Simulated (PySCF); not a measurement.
**C$_{6}$H$_{14}$Si$_{3}$ (SMILES C=C[SiH2]/C=C(/C=C)[SiH2][SiH3]): density, localisation and related maps**

Input file:

```
{"job": {"kind": "nmr", "xc": "PBE0", "basis": "pcSseg-1"}, "charge": 0, "multiplicity": 1}
C      3.513481     1.004981     0.003443
C      2.383036     0.637970    -0.577963
Si     1.934874    -1.132676    -1.048449
C      0.406972    -1.671605    -0.094650
C     -0.820926    -1.123930    -0.085652
C     -1.822630    -1.686114     0.808457
C     -2.966387    -1.108109     1.156627
Si    -1.307078     0.373192    -1.142024
Si    -1.205200     2.309137     0.120088
H      4.281961     0.289148     0.249275
H      3.730860     2.031044     0.262289
H      1.650062     1.406681    -0.799151
H      1.721675    -1.216987    -2.500413
H      3.039291    -2.026114    -0.671726
H      0.565275    -2.525746     0.561733
H     -1.574200    -2.651460     1.239231
H     -3.264226    -0.142875     0.782049
H     -3.648019    -1.580082     1.844497
H     -2.647520     0.098279    -1.690254
H     -0.426661     0.398624    -2.319211
H     -0.510549     3.397211    -0.576221
H     -2.534268     2.833217     0.453516
H     -0.504575     2.113201     1.393705
```

Launched as:

```sh
OMP_NUM_THREADS=1 python probes_run.py task.json out
```

Geometry: GFN2-xTB.

These are results of PBE0/pcSseg-1, SCF density, gas phase, non-relativistic (PySCF 2.14.0), not measurements.

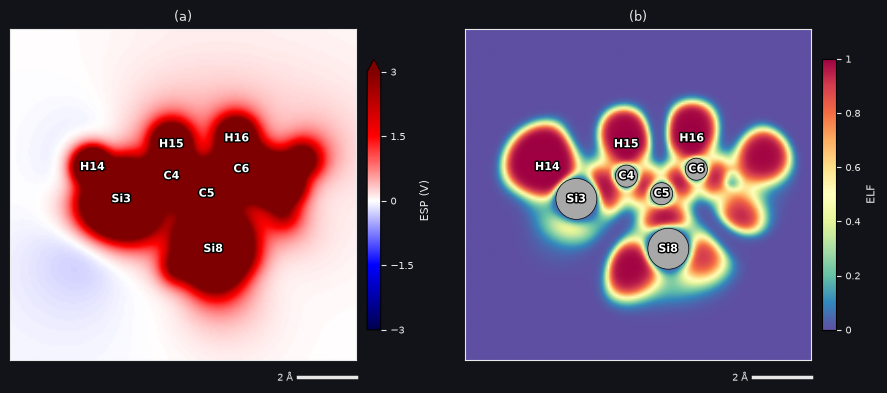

Figure 1. (a) molecular electrostatic potential; (b) electron localisation function on the plane of atoms C4, Si3 and H14. Grey discs cover the atomic cores in the ELF map.

> Read the bonding off the picture.

Atoms in the plane: Si, C and H.
C–C (1.34 Å): the ELF peaks at about 0.95 between the atoms (a short, multiple covalent bond).
C–Si (1.88 Å): the ELF peaks at about 0.95 between the atoms, as expected for a shared electron pair.
C–H (1.09 Å): the ELF climbs to about 1 towards the hydrogen, as it does in any bond to H (an ordinary covalent bond to hydrogen).
C–C (1.46 Å): the ELF peaks at about 0.95 between the atoms: localised, covalent bonding.
Si–H (1.47 Å): the ELF climbs to about 1 towards the hydrogen.
The potential has no marked negative region in this plane.

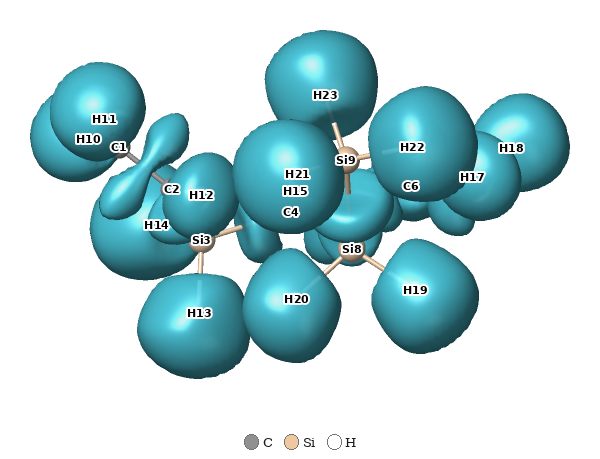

Figure 2. Isosurface of the electron localisation function at 0.75 (cyan), seen from one side. Core shells and regions of very low density are left out.

> What do the ELF domains correspond to?

The ELF exceeds this value in four regions between bonded C–C atoms (shared pairs), three regions between bonded C–Si atoms (shared pairs), one region between bonded Si–Si atoms (shared pairs) and 14 regions around hydrogen nuclei. Profiles from the grid: C–C (1.32 Å): the ELF peaks at about 0.90 between the atoms; a short, multiple covalent bond.

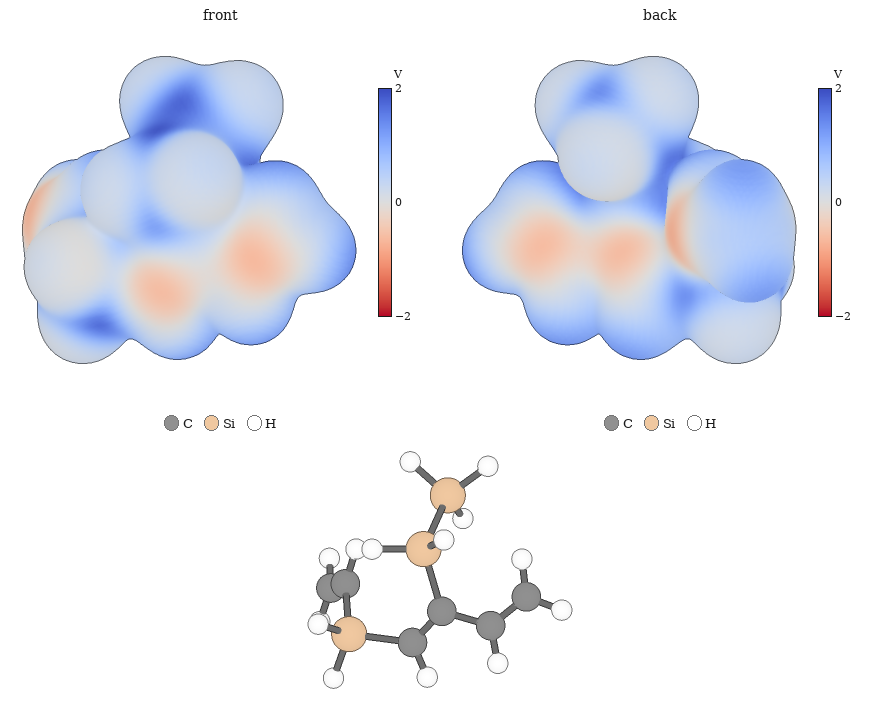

Figure 3. The molecular electrostatic potential painted on the density surface at 0.004 e/bohr³, seen from the front and from behind; the colour scale runs from red (negative) to blue (positive). The bare structure is drawn below in the same view.

> Which sites attract a positive test charge, and which a negative one?

A positive charge is drawn to the negative regions and a negative charge to the positive ones. The most negative region (about −0.6 V, or −14 kcal/mol for a unit charge) lies over the π face of the C atoms, the most positive (about +1.7 V, or +39 kcal/mol for a unit charge) over Si8 and Si9.

> How polar is the molecule by this calculation?

Its dipole moment is 0.68 D.
